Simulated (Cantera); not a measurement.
Feed: 1 mol H₂O, 0.083 mol O₂, equilibrated at 10.0 mbar.

Method: chemical equilibrium by Gibbs-energy minimisation in Cantera with the NASA 1993 tables (ideal gas, pure condensed phases). Candidate condensed phases: H₂O; 9 gas species. Rates play no part.

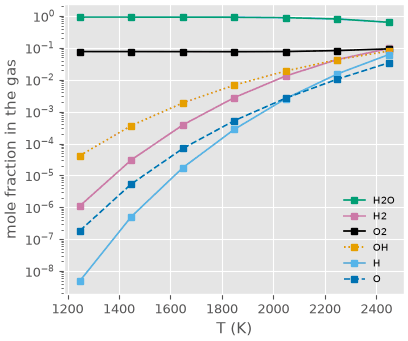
Fig. 1. Equilibrium gas composition (values under 1e-9 drawn at 1e-9)

Read off the mole fractions at 2248 K.

H₂O about 0.81, O₂ about 0.082, H₂ about 0.043, OH about 0.043, H about 0.015, O about 0.010.
